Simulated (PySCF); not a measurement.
System: C₆H₁₂B₂.

The calculation's input:

```
{"job": {"kind": "nmr", "xc": "PBE0", "basis": "pcSseg-1"}, "charge": 0, "multiplicity": 1}
C      2.578867     0.608204     0.586048
C      1.619886     0.157573    -0.207340
C      0.858307     1.035578    -1.158120
B     -0.704863     0.942464    -0.947053
C     -1.209665    -0.009184     0.199412
C     -2.724210    -0.098868     0.412047
B     -0.428136    -1.364063     0.031243
C      1.133874    -1.262935    -0.184984
H      3.096766    -0.033805     1.279925
H      2.894962     1.638693     0.574002
H      1.216858     2.065656    -1.089770
H      1.080802     0.720905    -2.184553
H     -1.437991     1.529062    -1.648331
H     -0.752579     0.426724     1.101029
H     -3.204347    -0.523555    -0.466189
H     -3.153517     0.886311     0.587035
H     -2.963070    -0.731046     1.265501
H     -0.965767    -2.405083     0.021753
H      1.685721    -1.838946     0.561970
H      1.372954    -1.733007    -1.146356
```

Launched as:

```sh
OMP_NUM_THREADS=1 python probes_run.py task.json out
```

Geometry: GFN2-xTB.

The calculation used PySCF 2.14.0, PBE0/pcSseg-1, SCF density, gas phase, non-relativistic.

> Predict the electron density and electron localisation function between the atoms.

C–B (1.58 Å): ρ is about 1.4 e/Å³ halfway; the ELF peaks at about 1 between the atoms; a shared electron pair.
C–H (1.09 Å): the density is about 2 e/Å³ at the midpoint; the ELF climbs to about 1 towards the hydrogen, as it does in any bond to H: an ordinary covalent bond to hydrogen.
C–C (1.50 Å): ρ at the midpoint is about 1.7 e/Å³; the ELF peaks at about 0.95 between the atoms: a shared electron pair.
B–H (1.17 Å): ρ is about 1.3 e/Å³ halfway; the ELF climbs to about 1 towards the hydrogen; a covalent bond by its length.

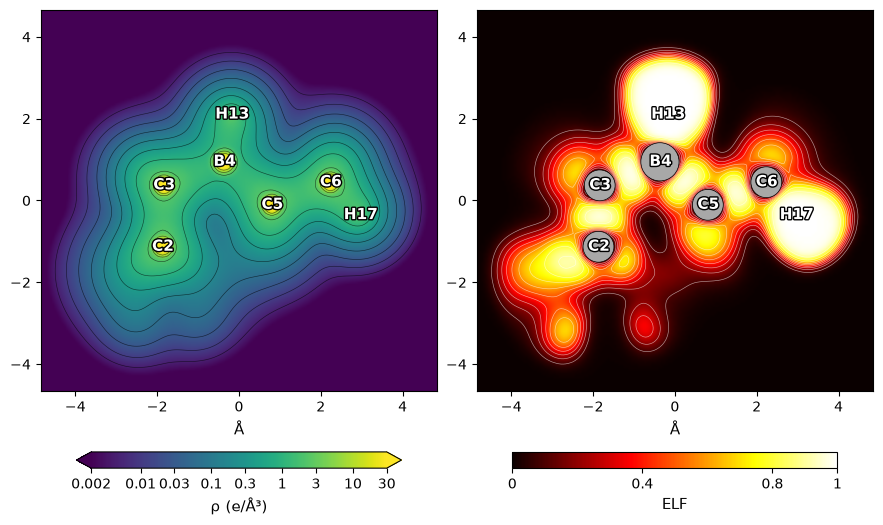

Computed electron density and electron localisation function on the plane of atoms C2, C3 and B4, in this order. Grey discs cover the atomic cores in the ELF map. 
